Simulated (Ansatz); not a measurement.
The figure comes from a scan of HgSe (zinc blende): volume and axial ratio are varied about the relaxed values (subscript 0). Computed with PBE (plane waves to 420 eV, PAW, scalar-relativistic; Ansatz, a program for electronic structure). k mesh 13×13×13 (Γ-centred), Fermi-Dirac smearing 0.05 eV. Energies are smeared free energies. With partly filled bands, the response to shear is sensitive to the k mesh, so small differences along c/a are uncertain. At this level the bands of HgSe touch or barely overlap. HgSe was relaxed with its symmetry unable to fall. Spin-orbit coupling is left out, though Hg is heavy. The relaxed volume of HgSe is well above the measured one; the method has no dispersion term. The zero of ΔE is the relaxed starting cell.

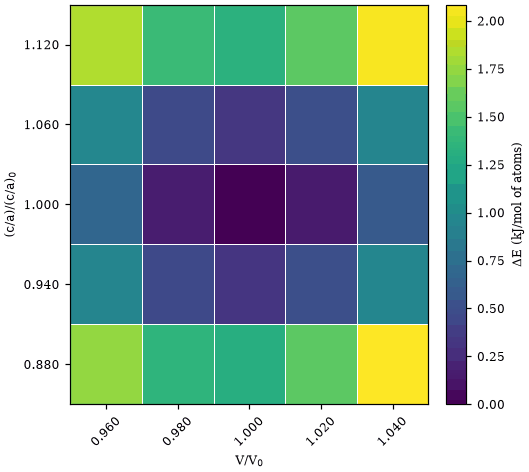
Figure. ΔE (kJ/mol of atoms), one tile a computed point.

Q: Read the plotted values off the figure, to the accuracy that the plot allows.

A: To the nearest 0.2:

ΔE (kJ/mol of atoms), with V/V₀ across and (c/a)/(c/a)₀ down:

```
(c/a)/(c/a)₀ \ V/V₀  0.960  0.980  1.000  1.020  1.040
-------------------  -----  -----  -----  -----  -----
0.880                  1.8    1.4    1.4    1.6    2.0
0.940                  1.0    0.4    0.4    0.6    1.0
1.000                  0.6    0.2    0.0    0.2    0.6
1.060                  1.0    0.4    0.4    0.6    1.0
1.120                  1.8    1.4    1.4    1.6    2.0
```

(Under strain, the slope of the energy per volume gives the stress and its curvature an elastic modulus.)
